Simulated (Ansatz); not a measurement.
# singlet [BCl2]+: levels of theory compared

We compute a comparison of 6 runs (HF/STO-3G, HF/def2-TZVP, B2PLYP/def2-TZVP, B3LYP/def2-TZVP, PBE0/def2-TZVP, wB97X/def2-TZVP) of singlet [BCl2]+. 

The results are computed with Ansatz 0.2.0.

40 further runs of the same task are left out: 40 set aside as unsound or not needed.

## 1. The system as given

The species is [BCl2]+ (3 atoms), meant as a singlet with charge +1. As SMILES of the parent species, `Cl[B]Cl`. Geometry: relaxed at PBE0-D4/def2-TZVP. That shape belongs to the parent species and isn't relaxed for this state.

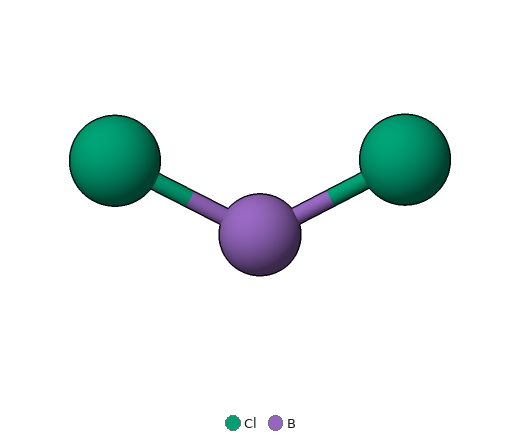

Viewed from a chosen angle; chlorine teal, boron purple.

## 2. The energy at HF/STO-3G (run 1)

Input file input.yaml:

```yaml
crystal:
  periodic: [false, false, false]
  atoms:
    - {symbol: Cl, position_ang: [0.371500, -1.525600, 0.030000]}
    - {symbol: B, position_ang: [-0.463900, -0.050300, -0.256900]}
    - {symbol: Cl, position_ang: [0.081500, 1.511100, 0.213700]}
basis:
  gaussian: {orbitals: STO-3G}
total_charge: 1
hamiltonian: {xc: hf}
accuracy: high
output: {orbitals: {seedname: orbitals}}
```

Started as:

```bash
ansatz run input.yaml --threads 1 --pin off --max-ram 3480MiB --events-out events.jsonl --progress --plain --runs-dir runs
```

The log of the run:

```text
Warning: RAYON_NUM_THREADS=1 ignored (pool sized by the plan → 1); use --threads N
Functional definition: HF
  name "HF"
  exchange = exact_x
  correlation = 0
402 factors; integrals over basis functions are off by at most 1.6e-8 eV
mean field evaluation 1: about -25389.9472 eV, gradient 3.1e1 eV
mean field evaluation 2: about -25389.9671 eV, gradient 3.1e1 eV
mean field evaluation 4: about -25394.6439 eV, gradient 1.3e0 eV
mean field evaluation 8: about -25394.6511 eV, gradient 1.4e-5 eV
mean field -25394.65111089 eV, -933.2362152126 hartree, gradient 1.6e-8 eV, S^2 0.000000; 0 other end points of the search recorded, 0 dependent functions left out
reference -25394.65111089 eV, -933.2362152126 hartree; 19, 19 occupied and 4, 4 virtual orbitals, 402 factors
Total energy: -25394.65111089 eV, -933.2362152126 hartree
```

Run time: 0.14 s. Hardware: 1 thread of Arm Neoverse V1, shared host.

## 3. A single-point energy at HF/def2-TZVP (run 2)

Input file molecule.yaml:

```yaml
crystal:
  periodic: [false, false, false]
  atoms:
    - symbol: Cl
      position_ang: [0.371500, -1.525600, 0.030000]
    - symbol: B
      position_ang: [-0.463900, -0.050300, -0.256900]
    - symbol: Cl
      position_ang: [0.081500, 1.511100, 0.213700]
basis:
  gaussian: {orbitals: def2-TZVP}
total_charge: 1
hamiltonian: {xc: hf}
accuracy: high
output: {orbitals: {seedname: orbitals}}
```

Started as:

```bash
ansatz run molecule.yaml --threads 1 --pin off --max-ram 3480MiB --events-out events.jsonl --progress --plain --runs-dir runs
```

The log of the run:

```text
Warning: RAYON_NUM_THREADS=1 ignored (pool sized by the plan → 1); use --threads N
[... 4 set-up lines as earlier in the session ...]
1585 factors; integrals over basis functions are off by at most 3.6e-9 eV
mean field evaluation 1: about -25669.4972 eV, gradient 2.5e1 eV
mean field evaluation 2: about -25669.7081 eV, gradient 2.5e1 eV
mean field evaluation 4: about -25671.5562 eV, gradient 2.1e0 eV
mean field evaluation 8: about -25671.5852 eV, gradient 1.5e-1 eV
mean field evaluation 16: about -25671.5853 eV, gradient 4.6e-8 eV
mean field -25671.58528115 eV, -943.4133582568 hartree, gradient 4.6e-8 eV, S^2 0.000000; 0 other end points of the search recorded, 0 dependent functions left out
reference -25671.58528115 eV, -943.4133582568 hartree; 19, 19 occupied and 86, 86 virtual orbitals, 1585 factors
Total energy: -25671.58528115 eV, -943.4133582568 hartree
```

Wall time 2.3 s (1 thread of Arm Neoverse V1, shared host); peak memory 0.23 GiB.

Runs 3 to 4 aren't shown in full; the table further down has their settings and results.

## 4. The energy at PBE0/def2-TZVP (run 5)

input.yaml, as its differences from that of step 2:

```diff
@@ -7,5 +7,5 @@
 basis:
-  gaussian: {orbitals: STO-3G}
+  gaussian: {orbitals: def2-TZVP}
 total_charge: 1
-hamiltonian: {xc: hf}
+hamiltonian: {xc: {name: PBE0}}
 accuracy: high
```

Started as:

```bash
ansatz run input.yaml --threads 1 --pin off --max-ram 3480MiB --events-out events.jsonl --progress --plain --runs-dir runs
```

The log of the run:

```text
Warning: RAYON_NUM_THREADS=1 ignored (pool sized by the plan → 1); use --threads N
Functional definition: PBE0
  name "PBE0"
  parameter a = 0.25
  parameter kappa = 0.804
  parameter beta = 0.06672455060314922
  exchange = (1 - a)*pbe_x(kappa = kappa, mu = beta*pi^2/3) + a*exact_x
  correlation = pbe_c(beta = beta)
1585 factors; integrals over basis functions are off by at most 3.6e-9 eV
mean field evaluation 1: about -25702.5085 eV, gradient 2.9e1 eV
mean field evaluation 2: about -25701.9667 eV, gradient 3.4e1 eV
mean field evaluation 4: about -25704.4216 eV, gradient 1.2e0 eV
mean field evaluation 8: about -25704.5640 eV, gradient 1.2e-1 eV
mean field evaluation 16: about -25704.5640 eV, gradient 1.6e-6 eV
mean field -25704.56403442 eV, -944.6253050856 hartree, gradient 3.4e-8 eV, S^2 0.000000; 0 other end points of the search recorded, 0 dependent functions left out
reference -25704.56403650 eV, -944.6253051621 hartree; 19, 19 occupied and 86, 86 virtual orbitals, 1585 factors
Total energy: -25704.56403650 eV, -944.6253051621 hartree
```

Wall time 5.7 s (1 thread of Arm Neoverse V1, shared host); peak memory 0.26 GiB.

## 5. The energy at wB97X/def2-TZVP (run 6)

input.yaml, as its differences from that of step 4:

```diff
@@ -7,5 +7,7 @@
 basis:
-  gaussian: {orbitals: def2-TZVP}
+  gaussian:
+    orbitals: def2-TZVP
 total_charge: 1
-hamiltonian: {xc: {name: PBE0}}
+hamiltonian:
+  xc: {name: wB97X}
 accuracy: high
```

Started as:

```bash
ansatz run input.yaml --threads 1 --pin off --max-ram 3480MiB --events-out events.jsonl --progress --plain --runs-dir runs
```

The log of the run (excerpt; [...] marks lines left out):

```text
Warning: RAYON_NUM_THREADS=1 ignored (pool sized by the plan → 1); use --threads N
Functional definition: wB97X
  name "wB97X"
[...]
      + exact_x_lr(omega)
[...]
      + integral(e_c_pw_opposite_spin*poly(b97_u_opposite, 1, cos1, cos2, cos3, cos4))
1585 factors; integrals over basis functions are off by at most 3.6e-9 eV
297 factors; integrals over basis functions are off by at most 1.5e-9 eV
[...]
mean field -25713.35384123 eV, -944.9483245280 hartree, gradient 3.6e-8 eV, S^2 0.000000; 0 other end points of the search recorded, 0 dependent functions left out
reference -25713.35383883 eV, -944.9483244396 hartree; 19, 19 occupied and 86, 86 virtual orbitals, 1585 factors
Total energy: -25713.35383883 eV, -944.9483244396 hartree
```

Run time: 19 s. Hardware: 1 thread of Arm Neoverse V1, shared host; peak memory 0.4 GiB.

## 6. Overview of the runs

```
run             level  frozen core orbitals  energy (Eh)  HOMO energy (eV)  LUMO energy (eV)  HOMO–LUMO gap (eV)  wall time
  1         HF/STO-3G                     –  -933.236215            -19.39             -6.78               12.60     0.14 s
  2      HF/def2-TZVP                     –  -943.413358            -19.44             -7.46               11.99      2.3 s
  3  B2PLYP/def2-TZVP                    11  -944.681970            -17.41             -9.72                7.70      8.7 s
  4   B3LYP/def2-TZVP                     –  -944.995191            -16.00            -11.25                4.76        6 s
  5    PBE0/def2-TZVP                     –  -944.625305            -16.29            -11.02                5.27      5.7 s
  6   wB97X/def2-TZVP                     –  -944.948324            -18.64             -8.72                9.91       19 s
```

## 7. Outcome

| quantity | value |
| --- | --- |
| run 6: total energy | -944.94832 Eh |
| run 6: HOMO energy | -18.64 eV |
| run 6: LUMO energy | -8.72 eV |
| run 6: HOMO–LUMO gap | 9.91 eV |

In words: The HOMO–LUMO gap runs from 4.76 eV (B3LYP/def2-TZVP) to 12.60 eV (HF/STO-3G). The two ends differ in method and basis. Totals of different functionals can't be ranked against each other. In run 1 the basis is minimal, so the values are rough. All runs together took 42 s, the longest 19 s.
